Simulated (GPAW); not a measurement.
# 1T-TaSeTe monolayer in an electric field

How does 1T-TaSeTe monolayer screen a perpendicular field?

Main program and level: GPAW 26.7.0; GPAW, PAW setups; layer in a repeated cell with vacuum, relaxation of atoms and in-plane cell, in the first sound run; inputs show where later runs differ.

## (1) Set-up

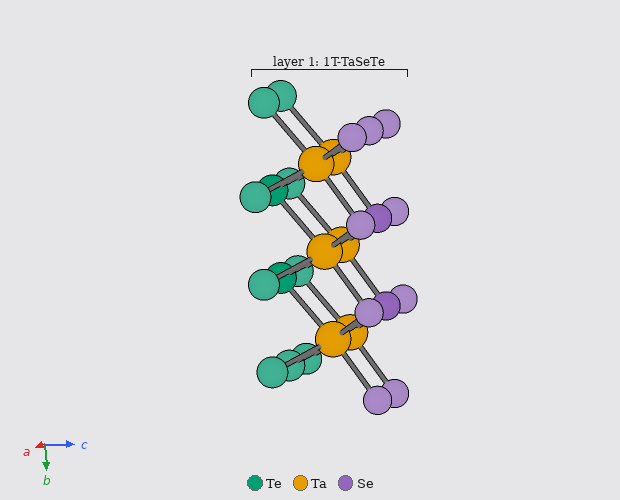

Start, viewed from the side, with the c axis across the page; tellurium teal, tantalum orange, selenium purple. 1×2×1 cells are drawn. Some periodic images of atoms are drawn too.

The cell holds 3 atoms: 1 Te, 1 Ta and 1 Se. Cell: a = 3.828 Å, b = 3.828 Å, c = 21.561 Å, α = 90.0°, β = 90.0°, γ = 120.0°. Vacuum lies along c.

## (2) Relaxing the atoms

Forces are removed first; all later runs use this geometry.

run.py reads:

```python
import json
import numpy as np
from ase import Atoms
from ase.filters import FrechetCellFilter
from ase.optimize import BFGS
from gpaw import GPAW, PW

slab = Atoms(
    ['Te', 'Ta', 'Se'],
    positions=[
        [1.91382, 1.10495, 9.00000],
        [0.00000, 0.00000, 10.92387],
        [-0.00000, 2.20989, 12.56060]],
    cell=[[3.82764, 0.0, 0.0], [-1.91382, 3.31484, 0.0], [0.0, 0.0, 21.5606]],
    pbc=[True, True, True])

slab.calc = GPAW(mode=PW(600), xc='PBE', kpts={'size': (9, 9, 1), 'gamma': True},
                 occupations={'name': 'fermi-dirac', 'width': 0.05}, nbands='160%',
                 convergence={'density': 1e-05}, maxiter=200,
                 symmetry={'tolerance': 1e-3}, txt='slab.txt')
result = {}
# The in-plane cell is free; stress needs a cell that repeats along all three vectors
path = []
opt = BFGS(FrechetCellFilter(slab, mask=[1, 1, 0, 0, 0, 1]), maxstep=0.2)
opt.attach(lambda: path.append((slab.get_potential_energy(), slab.positions.tolist(), slab.get_forces().tolist())))
result['relaxed'] = bool(opt.run(fmax=0.02, steps=45))
result['path'] = path
result['cell'] = slab.cell.tolist()
print('in-plane lattice', slab.cell.cellpar().round(4)[[0, 1, 5]])
energy = slab.get_potential_energy()
fermi = slab.calc.get_fermi_level()
v = slab.calc.get_electrostatic_potential().mean((0, 1)) - fermi
n = slab.calc.get_pseudo_density().mean((0, 1))
L = slab.cell[2, 2]
z = np.arange(len(v)) * L / len(v)
low, high = slab.positions[:, 2].min(), slab.positions[:, 2].max()
below, above = np.interp([low - 6.8, high + 6.8], z, v)
slopes = [np.interp(x, z, np.gradient(v, z)) for x in (low - 6.8, high + 6.8)]
eps = np.array([[slab.calc.get_eigenvalues(k, s) for k in range(len(slab.calc.get_ibz_k_points()))]
                for s in range(slab.calc.get_number_of_spins())]) - fermi
top, bottom = eps[eps < 0].max(), eps[eps > 0].min()
dipole = slab.get_dipole_moment()[2]
print(f'energy {energy:.4f} eV, Fermi level {fermi:.4f} eV, dipole {dipole:.5f} e A')
print(f'potential 6.8 A off the faces, from the Fermi level: lower {below:.4f} eV, upper {above:.4f} eV')
print(f'slope of the potential there: lower {slopes[0]:.5f}, upper {slopes[1]:.5f} eV/A')
print(f'nearest levels on the mesh: {top:.4f} and {bottom:.4f} eV')
print('magnetic moment', round(slab.get_magnetic_moment(), 3))
result.update(energy=energy, fermi=fermi, dipole=dipole, below=below, above=above, slopes=slopes, edges=[top, bottom],
              z=z.tolist(), v=v.tolist(), n=n.tolist(), positions=slab.positions.tolist(),
              forces=slab.get_forces(apply_constraint=False).tolist(), moments=slab.get_magnetic_moments().tolist())
json.dump(result, open('result.json', 'w'))
```

Command:

```console
OMP_NUM_THREADS=1 OPENBLAS_NUM_THREADS=1 python run.py
```

Log:

```text
Step          Energy          fmax
BFGS:    0      -17.778067        1.810834
BFGS:    1      -17.914861        1.545959
BFGS:    2      -18.157471        0.799912
BFGS:    3      -18.179345        0.264349
BFGS:    4      -18.182903        0.238605
BFGS:    5      -18.201484        0.223008
BFGS:    6      -18.204009        0.119558
BFGS:    7      -18.204624        0.049103
BFGS:    8      -18.204675        0.024967
BFGS:    9      -18.204693        0.003843
in-plane lattice [  3.594    3.594  119.9999]
energy -18.1933 eV, Fermi level -0.7120 eV, dipole -0.03479 e A
potential 6.8 A off the faces, from the Fermi level: lower 4.4314 eV, upper 4.5476 eV
slope of the potential there: lower -0.02588, upper -0.02598 eV/A
nearest levels on the mesh: -0.0039 and 0.0633 eV
magnetic moment 0.0
```

It took 7.7 min on 1 thread of Arm Neoverse V1, shared host; peak memory 0.37 GiB.

Numbers from this step:

```yaml
dipole_along_the_normal: -0.03479 e·Å
levels_nearest_the_fermi_level_on_the_mesh: -0.003903, 0.06331 eV from the Fermi level
```

Table of electrostatic potential energy of an electron (without an applied field's), less the Fermi level, planar mean by z:

| z (Å) | electrostatic potential energy of an electron (without an applied field's), less the Fermi level, planar mean (eV) |
| --- | --- |
| 0 | 4.49 |
| 2 | 4.44 |
| 4 | 4.39 |
| 6 | 4.32 |
| 8 | 0.866 |
| 10 | -4.22 |
| 12 | -7.54 |
| 14 | 4.17 |
| 16 | 4.63 |
| 18 | 4.58 |
| 20 | 4.53 |

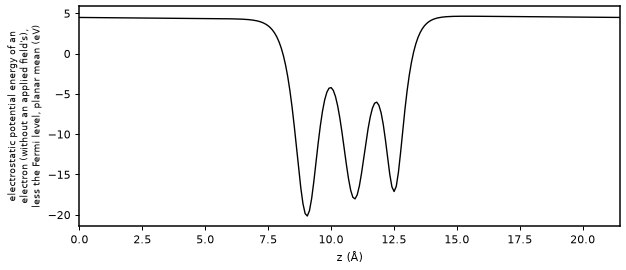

Electrostatic potential energy of an electron (without an applied field's), less the Fermi level, planar mean, plotted against z.

The pseudo valence density, planar mean oscillates, so the rows of the table below give means over windows of 2 Å about each position, cut where the curve ends. Its maxima inside the range that stand out by 2 % of the span (Å: e/Å³): 8.5: 0.284, 9.7: 0.358, 10.9: 1.03, 12.9: 0.331. Its minima: 9.0: 0.110, 10.0: 0.327, 12.6: 0.207.

Table of pseudo valence density, planar mean by z; means over each step:

| z (Å) | pseudo valence density, planar mean (e/Å³) |
| --- | --- |
| 4 | 6.1e-6 |
| 6 | 0.00167 |
| 8 | 0.132 |
| 10 | 0.460 |
| 12 | 0.451 |
| 14 | 0.0735 |
| 16 | 2.1e-4 |
| 18 | 0 |

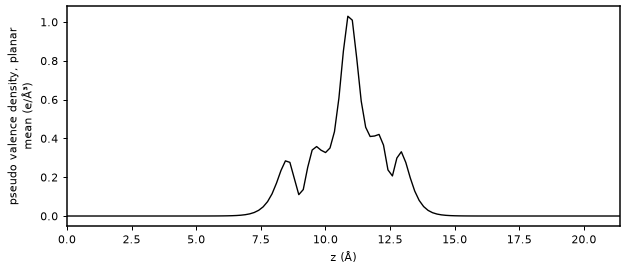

Pseudo valence density, planar mean, plotted against z.

The relaxation lowered the energy of the cell by 0.429 eV (energies extrapolated to zero smearing; the optimiser's log prints free energies). The largest force left on a free atom is 0.0038 eV/Å.

## (3) The slab's potential

The work function is the vacuum plateau of the electrostatic potential less the Fermi level; a dipole layer lets the two faces have plateaus of their own.

This step: GPAW, PAW setups; slab in vacuum (GPAW 26.7.0).

The cell differs from the one that the last finished run ended in (c 21.561 → 21.481 Å).

run.py: that of step 2 with these lines changed.

```diff
@@ -3,4 +3,2 @@
 from ase import Atoms
-from ase.filters import FrechetCellFilter
-from ase.optimize import BFGS
 from gpaw import GPAW, PW
@@ -10,21 +8,14 @@
     positions=[
-        [1.91382, 1.10495, 9.00000],
-        [0.00000, 0.00000, 10.92387],
-        [-0.00000, 2.20989, 12.56060]],
-    cell=[[3.82764, 0.0, 0.0], [-1.91382, 3.31484, 0.0], [0.0, 0.0, 21.5606]],
-    pbc=[True, True, True])
+        [1.79701, 1.03751, 9.00000],
+        [-0.00000, 0.00000, 10.89724],
+        [-0.00000, 2.07501, 12.48082]],
+    cell=[[3.59402, -0.0, 0.0], [-1.79701, 3.11252, 0.0], [0.0, 0.0, 21.4808]],
+    pbc=[True, True, False])
 
-slab.calc = GPAW(mode=PW(600), xc='PBE', kpts={'size': (9, 9, 1), 'gamma': True},
+slab.calc = GPAW(mode=PW(400), xc='PBE', kpts={'size': (9, 9, 1), 'gamma': True},
                  occupations={'name': 'fermi-dirac', 'width': 0.05}, nbands='160%',
                  convergence={'density': 1e-05}, maxiter=200,
+                 poissonsolver={'dipolelayer': 'xy'},
                  symmetry={'tolerance': 1e-3}, txt='slab.txt')
 result = {}
-# The in-plane cell is free; stress needs a cell that repeats along all three vectors
-path = []
-opt = BFGS(FrechetCellFilter(slab, mask=[1, 1, 0, 0, 0, 1]), maxstep=0.2)
-opt.attach(lambda: path.append((slab.get_potential_energy(), slab.positions.tolist(), slab.get_forces().tolist())))
-result['relaxed'] = bool(opt.run(fmax=0.02, steps=45))
-result['path'] = path
-result['cell'] = slab.cell.tolist()
-print('in-plane lattice', slab.cell.cellpar().round(4)[[0, 1, 5]])
 energy = slab.get_potential_energy()
```

Log:

```text
energy -18.1636 eV, Fermi level -0.7002 eV, dipole -0.02548 e A
potential 6.8 A off the faces, from the Fermi level: lower 4.2889 eV, upper 4.6971 eV
slope of the potential there: lower 0.00004, upper -0.00004 eV/A
nearest levels on the mesh: -0.0042 and 0.0640 eV
magnetic moment 0.0
```

Wall time 31 s (1 thread); peak memory 0.2 GiB.

This step gave:

```yaml
dipole_along_the_normal: -0.02548 e·Å
levels_nearest_the_fermi_level_on_the_mesh: -0.004156, 0.06400 eV from the Fermi level
upper_work_function: 4.697 eV
lower_work_function: 4.289 eV
```

Electrostatic potential energy of an electron (without an applied field's), less the Fermi level, planar mean against z:

| z (Å) | electrostatic potential energy of an electron (without an applied field's), less the Fermi level, planar mean (eV) |
| --- | --- |
| 0 | 4.49 |
| 2 | 4.29 |
| 4 | 4.29 |
| 6 | 4.28 |
| 8 | 0.492 |
| 10 | -4.33 |
| 12 | -8.16 |
| 14 | 4.24 |
| 16 | 4.70 |
| 18 | 4.70 |
| 20 | 4.70 |

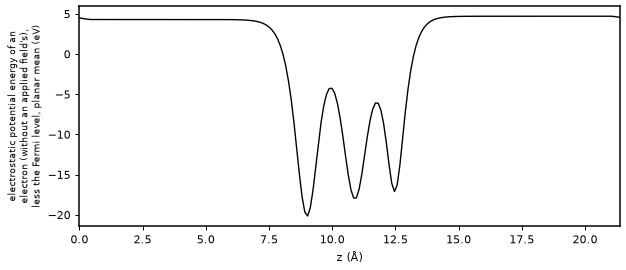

Electrostatic potential energy of an electron (without an applied field's), less the Fermi level, planar mean, plotted against z.

The pseudo valence density, planar mean oscillates, so the rows of the table below give means over windows of 1 Å about each position, cut where the curve ends. Its maxima inside the range that stand out by 2 % of the span (Å: e/Å³): 8.4: 0.276, 9.7: 0.355, 11.0: 1.04, 12.9: 0.333. Its minima: 9.0: 0.107, 9.9: 0.330, 12.5: 0.202.

Table of pseudo valence density, planar mean by z; means over each step:

| z (Å) | pseudo valence density, planar mean (e/Å³) |
| --- | --- |
| 5 | 5.4e-5 |
| 6 | 8.7e-4 |
| 7 | 0.0143 |
| 8 | 0.156 |
| 9 | 0.215 |
| 10 | 0.390 |
| 11 | 0.805 |
| 12 | 0.378 |
| 13 | 0.239 |
| 14 | 0.0354 |
| 15 | 0.00173 |
| 16 | 8.3e-5 |

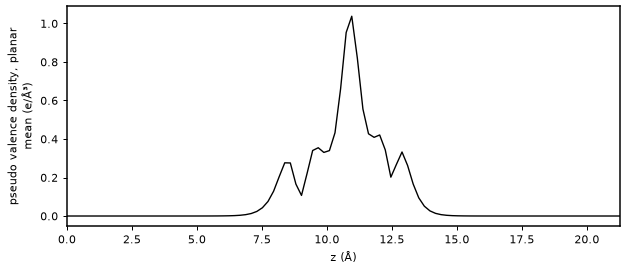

Pseudo valence density, planar mean, plotted against z.

The potential is flat to 4.4e-5 eV/Å where it is read, so the vacuum is wide enough.

## (4) Field on

A uniform field along the normal polarises the slab; the atoms stay fixed, so this is the electronic response alone.

run.py: that of step 3 with these lines changed.

```diff
@@ -4,2 +4,3 @@
 from gpaw import GPAW, PW
+from gpaw.external import ConstantElectricField
 
@@ -18,2 +19,3 @@
                  poissonsolver={'dipolelayer': 'xy'},
+                 external=ConstantElectricField(-0.2, [0, 0, 1]),
                  symmetry={'tolerance': 1e-3}, txt='slab.txt')
```

Log:

```text
energy -18.1757 eV, Fermi level -0.6856 eV, dipole -0.09792 e A
potential 6.8 A off the faces, from the Fermi level: lower 3.6799 eV, upper 5.2639 eV
slope of the potential there: lower 0.00004, upper -0.00004 eV/A
nearest levels on the mesh: -0.0022 and 0.0585 eV
magnetic moment 0.0
```

Run time: 1.9 min. Hardware: 1 thread; peak memory 0.29 GiB.

Numbers from this step:

| Quantity | Value |
| --- | --- |
| dipole along the normal | -0.09792 e·Å |
| levels nearest the Fermi level on the mesh | -0.002162, 0.05848 eV from the Fermi level |
| potential below the slab, the applied field's own ramp left out | 3.680 eV from the Fermi level |
| potential above the slab, the applied field's own ramp left out | 5.264 eV from the Fermi level |

The electrostatic potential energy of an electron (without an applied field's), less the Fermi level, planar mean by z:

| z (Å) | electrostatic potential energy of an electron (without an applied field's), less the Fermi level, planar mean (eV) |
| --- | --- |
| 0 | 4.47 |
| 2 | 3.68 |
| 4 | 3.68 |
| 6 | 3.67 |
| 8 | -0.0169 |
| 10 | -4.47 |
| 12 | -7.91 |
| 14 | 4.77 |
| 16 | 5.26 |
| 18 | 5.26 |
| 20 | 5.26 |

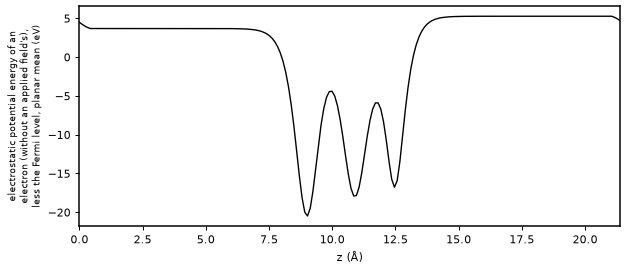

Electrostatic potential energy of an electron (without an applied field's), less the Fermi level, planar mean, plotted against z.

The dipole is now -0.0979 e Å, against -0.025 in the run without a field.

## (5) In a field

run.py: that of step 4 with these lines changed.

```diff
@@ -19,3 +19,3 @@
                  poissonsolver={'dipolelayer': 'xy'},
-                 external=ConstantElectricField(-0.2, [0, 0, 1]),
+                 external=ConstantElectricField(-0.1, [0, 0, 1]),
                  symmetry={'tolerance': 1e-3}, txt='slab.txt')
```

Log:

```text
energy -18.1678 eV, Fermi level -0.6923 eV, dipole -0.06158 e A
potential 6.8 A off the faces, from the Fermi level: lower 3.9835 eV, upper 4.9797 eV
slope of the potential there: lower 0.00004, upper -0.00004 eV/A
nearest levels on the mesh: -0.0032 and 0.0612 eV
magnetic moment 0.0
```

The job ended after 1.9 min (1 thread; peak memory 0.29 GiB).

Numbers from this step:

```
dipole along the normal                                         : -0.06158 e·Å
levels nearest the Fermi level on the mesh                      : -0.003167, 0.06124 eV from the Fermi level
potential below the slab, the applied field's own ramp left out : 3.984 eV from the Fermi level
potential above the slab, the applied field's own ramp left out : 4.980 eV from the Fermi level
```

The electrostatic potential energy of an electron (without an applied field's), less the Fermi level, planar mean by z:

| z (Å) | electrostatic potential energy of an electron (without an applied field's), less the Fermi level, planar mean (eV) |
| --- | --- |
| 0 | 4.48 |
| 1 | 3.98 |
| 2 | 3.98 |
| 3 | 3.98 |
| 4 | 3.98 |
| 5 | 3.98 |
| 6 | 3.97 |
| 7 | 3.76 |
| 8 | 0.237 |
| 9 | -20.2 |
| 10 | -4.40 |
| 11 | -17.4 |
| 12 | -8.03 |
| 13 | -4.07 |
| 14 | 4.50 |
| 15 | 4.96 |
| 16 | 4.98 |
| 17 | 4.98 |
| 18 | 4.98 |
| 19 | 4.98 |
| 20 | 4.98 |
| 21 | 4.98 |

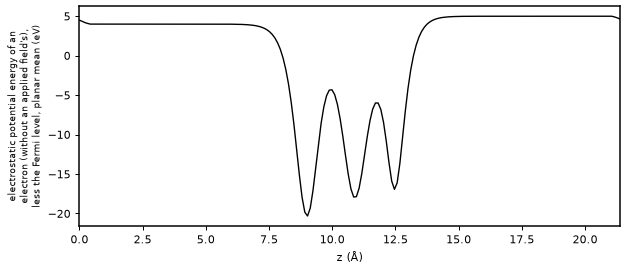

Electrostatic potential energy of an electron (without an applied field's), less the Fermi level, planar mean against z.

The dipole is now -0.0616 e Å, against -0.025 in the run without a field.

## (6) In a field

run.py: that of step 5 with these lines changed.

```diff
@@ -19,3 +19,3 @@
                  poissonsolver={'dipolelayer': 'xy'},
-                 external=ConstantElectricField(-0.1, [0, 0, 1]),
+                 external=ConstantElectricField(-0.05, [0, 0, 1]),
                  symmetry={'tolerance': 1e-3}, txt='slab.txt')
```

Log:

```text
energy -18.1652 eV, Fermi level -0.6961 eV, dipole -0.04341 e A
potential 6.8 A off the faces, from the Fermi level: lower 4.1360 eV, upper 4.8382 eV
slope of the potential there: lower 0.00004, upper -0.00004 eV/A
nearest levels on the mesh: -0.0037 and 0.0626 eV
magnetic moment 0.0
```

Wall time 1.8 min (1 thread); peak memory 0.29 GiB.

## (7) Field on

run.py: that of step 6 with these lines changed.

```diff
@@ -19,3 +19,3 @@
                  poissonsolver={'dipolelayer': 'xy'},
-                 external=ConstantElectricField(-0.05, [0, 0, 1]),
+                 external=ConstantElectricField(0.05, [0, 0, 1]),
                  symmetry={'tolerance': 1e-3}, txt='slab.txt')
```

Log:

```text
energy -18.1628 eV, Fermi level -0.7045 eV, dipole -0.00706 e A
potential 6.8 A off the faces, from the Fermi level: lower 4.4422 eV, upper 4.5565 eV
slope of the potential there: lower 0.00004, upper -0.00004 eV/A
nearest levels on the mesh: -0.0046 and 0.0654 eV
magnetic moment 0.0
```

It took 1.8 min on 1 thread; peak memory 0.29 GiB.

Electrostatic potential energy of an electron (without an applied field's), less the Fermi level, planar mean against z:

| z (Å) | electrostatic potential energy of an electron (without an applied field's), less the Fermi level, planar mean (eV) |
| --- | --- |
| 0 | 4.50 |
| 2 | 4.44 |
| 4 | 4.44 |
| 6 | 4.43 |
| 8 | 0.619 |
| 10 | -4.30 |
| 12 | -8.22 |
| 14 | 4.10 |
| 16 | 4.56 |
| 18 | 4.56 |
| 20 | 4.56 |

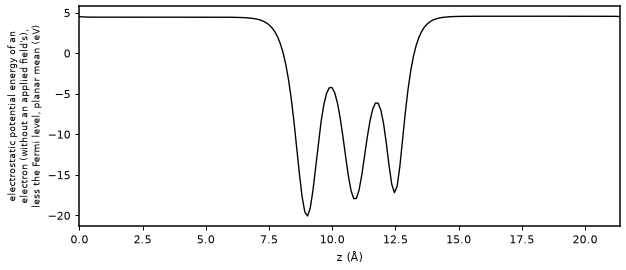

Electrostatic potential energy of an electron (without an applied field's), less the Fermi level, planar mean, plotted against z.

## (8) Field on

run.py: that of step 7 with these lines changed.

```diff
@@ -19,3 +19,3 @@
                  poissonsolver={'dipolelayer': 'xy'},
-                 external=ConstantElectricField(0.05, [0, 0, 1]),
+                 external=ConstantElectricField(0.1, [0, 0, 1]),
                  symmetry={'tolerance': 1e-3}, txt='slab.txt')
```

Log:

```text
energy -18.1629 eV, Fermi level -0.7091 eV, dipole 0.01112 e A
potential 6.8 A off the faces, from the Fermi level: lower 4.5960 eV, upper 4.4161 eV
slope of the potential there: lower 0.00004, upper -0.00004 eV/A
nearest levels on the mesh: -0.0051 and 0.0667 eV
magnetic moment 0.0
```

Run time: 1.9 min. Hardware: 1 thread; peak memory 0.29 GiB.

Electrostatic potential energy of an electron (without an applied field's), less the Fermi level, planar mean against z:

| z (Å) | electrostatic potential energy of an electron (without an applied field's), less the Fermi level, planar mean (eV) |
| --- | --- |
| 0 | 4.51 |
| 2 | 4.60 |
| 4 | 4.60 |
| 6 | 4.58 |
| 8 | 0.747 |
| 10 | -4.26 |
| 12 | -8.28 |
| 14 | 3.97 |
| 16 | 4.42 |
| 18 | 4.42 |
| 20 | 4.42 |

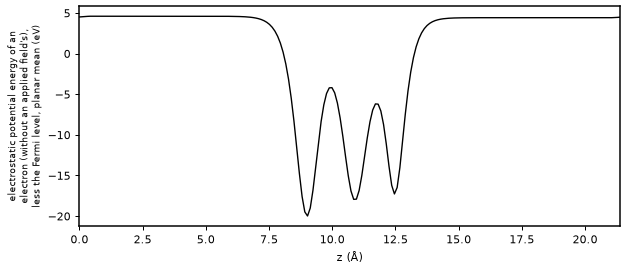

Electrostatic potential energy of an electron (without an applied field's), less the Fermi level, planar mean against z.

The dipole is now 0.0111 e Å, against -0.025 in the run without a field.

## (9) Field on

run.py: that of step 8 with these lines changed.

```diff
@@ -19,3 +19,3 @@
                  poissonsolver={'dipolelayer': 'xy'},
-                 external=ConstantElectricField(0.1, [0, 0, 1]),
+                 external=ConstantElectricField(0.2, [0, 0, 1]),
                  symmetry={'tolerance': 1e-3}, txt='slab.txt')
```

Log:

```text
energy -18.1660 eV, Fermi level -0.7192 eV, dipole 0.04752 e A
potential 6.8 A off the faces, from the Fermi level: lower 4.9051 eV, upper 4.1364 eV
slope of the potential there: lower 0.00004, upper -0.00004 eV/A
nearest levels on the mesh: -0.0061 and 0.0695 eV
magnetic moment 0.0
```

Run time: 1.9 min. Hardware: 1 thread; peak memory 0.29 GiB.

The dipole is now 0.0475 e Å, against -0.025 in the run without a field.

[end of part 1 of 2]

[Logs are printed without paths, hosts, clocks, repeated set-up lines and the standing remarks that a program may print on its own settings, such as how far it seeks lower states.]

[Hosts, paths, dates, database ids (printed as entryN), source tags and the programs' standing remarks are cut or masked in the printed files.]
